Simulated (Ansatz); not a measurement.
# How far to go with the k-point mesh: Sc3SnB (P4mm, 5 atoms in the cell)

```yaml
crystal:
  lattice:
    - [4.64001, 0.00000, 0.00000]
    - [0.00000, 4.64001, 0.00000]
    - [0.00000, 0.00000, 4.64001]
  atoms:
    - { symbol: Sc, position: [0.50000, 0.00000, 0.50000] }
    - { symbol: Sc, position: [0.01078, 0.50000, 0.50000] }
    - { symbol: Sc, position: [0.50000, 0.50000, 0.00000] }
    - { symbol: Sn, position: [0.00000, 0.00000, 0.00000] }
    - { symbol: B, position: [0.50000, 0.50000, 0.50000] }
```

Computed with PBEsol, default PAW files made with PBE (plane waves; Ansatz, a first-principles code).

Base settings: basis.ecutwfc = 420 eV; kpoints.mp_grid.grid = 7 7 7; hamiltonian.xc = pbesol; hamiltonian.pseudopotentials = {kind: paw} (the program's default PAW files); scf.occupations.method = fermi_dirac; scf.occupations.width = 0.1 eV.

Only quantities that move along the ladder and can be compared are tabulated.

The count of work is k-points × plane waves × bands × iterations; it is no time. Core times come from one kind of shared machine, to one figure; runs under 30 s give none.

The starting cell comes from a database of computed structures (which also holds hypothetical and non-ambient phases and stackings), without a prior relaxation at this level. Its lattice was rescaled by up to half a per cent. One atom was moved a little off its site on purpose. Ansatz's pressure includes its estimate of the finite-basis (Pulay) stress.

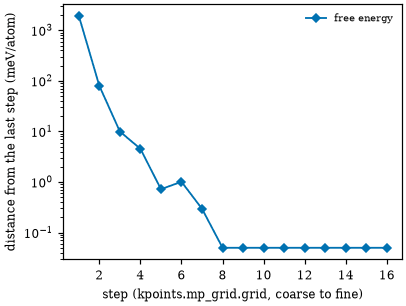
Figure: Distance from the last step along the ladder; very small values are drawn at a floor.

```csv
kpoints.mp_grid.grid,free energy less the last step's (meV/atom),pressure (GPa),largest difference of a force vector from the last step's (eV/Å),count of work / last,core time / last (rough)
1 1 1,1945.35,5.83,0.294,0.0018,–
2 2 2,80.04,-1.37,0.039,0.0071,–
3 3 3,9.98,-1.69,0.021,0.0083,–
4 4 4,4.54,-1.93,0.006,0.025,–
5 5 5,-0.72,-2.04,0.004,0.025,–
6 6 6,-1.01,-2.02,0.002,0.055,–
7 7 7,-0.29,-2.01,0.002,0.047,–
8 8 8,0.02,-2.00,0.000,0.10,–
9 9 9,-0.01,-2.01,0.001,0.10,–
10 10 10,-0.04,-2.01,0.000,0.17,0.2
11 11 11,0.00,-2.00,0.000,0.17,0.2
13 13 13,0.00,-2.01,0.000,0.27,0.3
14 14 14,0.00,-2.01,0.000,0.40,0.4
15 15 15,0.00,-2.01,0.000,0.40,0.4
17 17 17,0.00,-2.01,0.000,0.56,0.6
19 19 19,0.00,-2.01,0.000,0.76,0.8
21 21 21,0.00,-2.01,0.000,1.0,1
```

Coarsest kpoints.mp_grid.grid that holds the forces within 0.01 eV/Å of the last step, with all finer ones: 4 4 4, at 0.025 of the last step's count of work; the step before is off by 0.021 eV/Å.

Coarsest kpoints.mp_grid.grid that holds the pressure within 1 GPa of the last step, with all finer ones: 2 2 2, at 0.0071 of the last step's count of work; the step before is off by 7.8 GPa.

Coarsest kpoints.mp_grid.grid that holds the free energy within 5 meV/atom of the last step, with all finer ones: 4 4 4, at 0.025 of the last step's count of work; the step before is off by 10.0 meV/atom.

Keys are those of Ansatz 0.2.
